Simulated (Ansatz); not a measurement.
# How Mg2+ triflate in trimethyl phosphate and diglyme changes with temperature

How do cells made at different temperatures differ in energy, pressure, forces, levels, charges and cost?

Computed with Ansatz 0.2.0: Kohn-Sham DFT, PBE+D3(BJ), PAW (set soft_2). Every run is a single point, with the atoms held where the recipe put them (cutoff of the plane-wave runs 420 eV, gaussian smearing of 0.05 eV).

First member: 4 trimethyl phosphate, 2 diglyme, 1 Mg2+, 2 triflate placed at random, at 1.3 g/cm³; overlaps pushed apart, then 10 ps at 550 K with divalent ions of Li, Roberts, Chakravorty and Merz (J. Chem. Theory Comput. 9, 2733 (2013)); MMFF94 bonds, angles, torsions, charges and radii (Halgren, J. Comput. Chem. 17, 490 (1996)) in harmonic and 12-6 forms; charges of ions scaled by 0.8. Snapshot after 30 ps at 260 K and fixed volume.

Last member: 4 trimethyl phosphate, 2 diglyme, 1 Mg2+, 2 triflate placed at random, at 1.12 g/cm³; overlaps pushed apart, then 10 ps at 550 K with divalent ions of Li, Roberts, Chakravorty and Merz (J. Chem. Theory Comput. 9, 2733 (2013)); MMFF94 bonds, angles, torsions, charges and radii (Halgren, J. Comput. Chem. 17, 490 (1996)) in harmonic and 12-6 forms; charges of ions scaled by 0.8. Snapshot after 30 ps at 440 K and fixed volume.

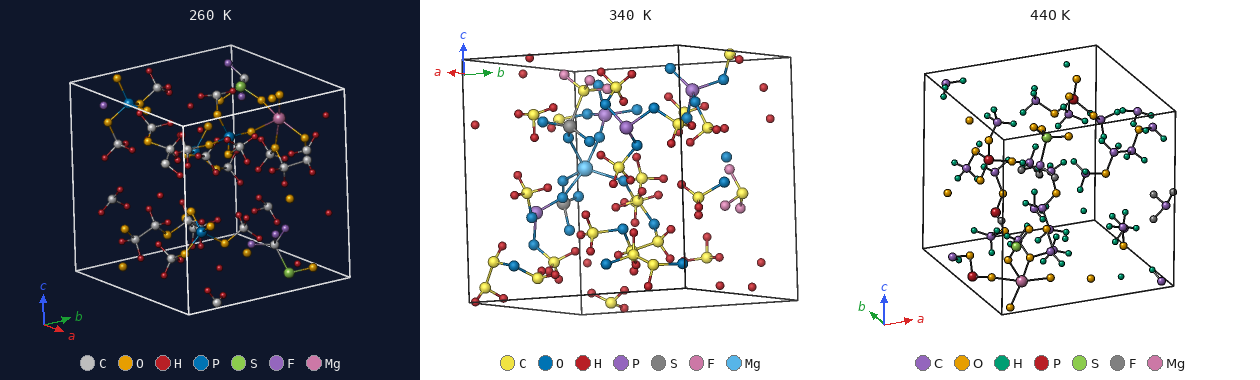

Three members of the series, labelled by temperature. Bonds to atoms that aren't drawn are left out. Some periodic images of atoms are drawn too.

The members:

| temperature (K) | reduced formula | atoms | valence electrons | k-mesh | basis | density (g/cm³) |
| --- | --- | --- | --- | --- | --- | --- |
| 260 | MgP4H64C26S2O28F6 | 131 | 420 | 1×1×1 | plane waves | 1.30 |
| 300 | MgP4H64C26S2O28F6 | 131 | 420 | 1×1×1 | plane waves | 1.26 |
| 340 | MgP4H64C26S2O28F6 | 131 | 420 | 1×1×1 | plane waves | 1.22 |
| 380 | MgP4H64C26S2O28F6 | 131 | 420 | 1×1×1 | plane waves | 1.18 |
| 440 | MgP4H64C26S2O28F6 | 131 | 420 | 1×1×1 | plane waves | 1.12 |

Each cell is one sample from a classical run, so sample-to-sample scatter enters every column; pressures lack the kinetic term, and hold the strain of bonds inside molecules, whose lengths the classical model set.

The input of the first member, without its atom lines; other members have their own cell and atoms, and may differ in mesh, basis and outputs:

```yaml
crystal:
  lattice:
    - [11.3624, 0.0, 0.0]
    - [0.0, 11.3624, 0.0]
    - [0.0, 0.0, 11.3624]
  atoms:
    [... 131 lines ...]
kpoints:
  mp_grid: { grid: [1, 1, 1] }
hamiltonian:
  xc: pbe
  dispersion: d3bj
scf:
  occupations: { method: gaussian, width: 0.05 }
output:
  forces: true
  stress: true
  populations: intrinsic
  dos:
    method: { smearing: { sigma: 0.15 } }
    de: 0.1
    projected: { site_lists: { C: [C], F: [F], H: [H], Mg: [Mg], O: [O] } }
  eigenvalues: true
  write_density: true
  write_potential: true
  volumetric_format: npy
```

**Question.** How do the results, the time and the memory go along the series?

Results; charges are mean intrinsic-atomic-orbital charges in e:

| temperature (K) | energy less the first member's (meV/atom) | pressure (GPa) | r.m.s. force (eV/Å) | gap (eV) | q(S) | q(P) | q(Mg) |
| --- | --- | --- | --- | --- | --- | --- | --- |
| 260 | 0.0 | 0.678 | 0.865 | 4.25 | +2.24 | +2.08 | +1.62 |
| 300 | 1.7 | 0.967 | 0.924 | 4.41 | +2.25 | +2.07 | +1.62 |
| 340 | 10.9 | 1.29 | 1.01 | 4.55 | +2.26 | +2.08 | +1.63 |
| 380 | 17.8 | 0.480 | 1.04 | 3.88 | +2.28 | +2.07 | +1.63 |
| 440 | 21.7 | 1.20 | 1.06 | 4.32 | +2.26 | +2.10 | +1.62 |

The gap is that between the highest filled and lowest empty Kohn-Sham level on the run's k-points, and semilocal functionals tend to put gaps under measured ones.

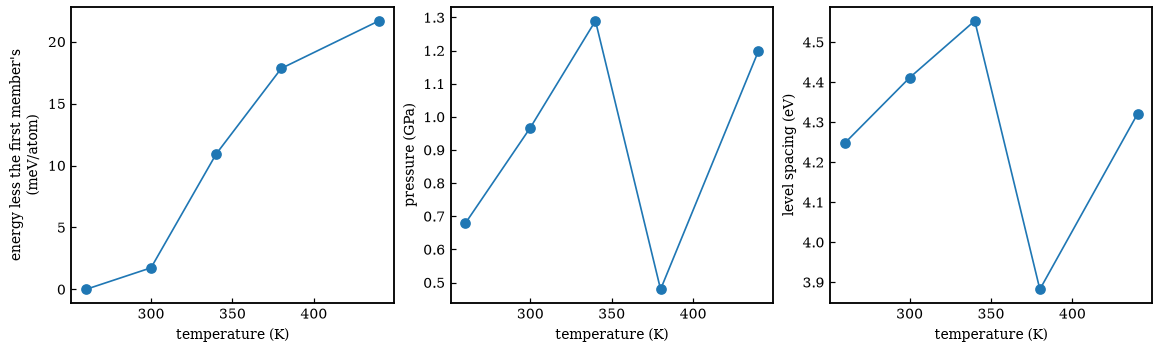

Results against temperature.

Cost on 8 threads of Arm Neoverse V2, shared host:

| temperature (K) | atoms | basis | k-mesh | SCF cycles | time | host memory (GiB) |
| --- | --- | --- | --- | --- | --- | --- |
| 260 | 131 | plane waves | 1×1×1 | 11 | 11 s | 1.9 |
| 300 | 131 | plane waves | 1×1×1 | 10 | 11 s | 1.9 |
| 340 | 131 | plane waves | 1×1×1 | 11 | 12 s | 1.9 |
| 380 | 131 | plane waves | 1×1×1 | 11 | 11 s | 2.0 |
| 440 | 131 | plane waves | 1×1×1 | 11 | 12 s | 2.1 |

Times include the outputs that each run asked for, on hosts shared with other jobs.

What the series shows: The energy against the first member goes steadily from 0.0 meV/atom at 260 to 21.7 meV/atom at 440 K; each member is a single configuration. The gap is lowest at 380 K (3.88 eV) and highest at 340 K (4.55 eV), with no steady trend; in single samples it varies with the configuration. The mean charge on S is lowest at 260 K (+2.24 e) and highest at 380 K (+2.28 e), rising overall but not at every step. The density spans 1.12 to 1.30 g/cm³, so the columns mix its effect with that of the temperature. The pressure is lowest at 380 K (0.48 GPa) and highest at 340 K (1.3 GPa), with no steady trend; the recipes set unlike densities, and the bond lengths of the classical model enter the pressure too.

**Limits.** The network of contacts between molecules at the start is that of the classical potential that made the cell, and needn't be the one that DFT or experiment would give. The cells aren't relaxed by DFT, which could reorder their energies.

[Logs are printed without paths, hosts, clocks, repeated set-up lines and the standing remarks that a program may print on its own settings, such as how far it seeks lower states.]

[Hosts, paths, dates, database ids (printed as entryN), source tags and the programs' standing remarks are cut or masked in the printed files.]

[The MMFF94 radii named for the starting cell were scaled by 0.96; in molecules described by MMFF94, hydrogen bound to N, O or S took a small fixed 12-6 site in their place.]
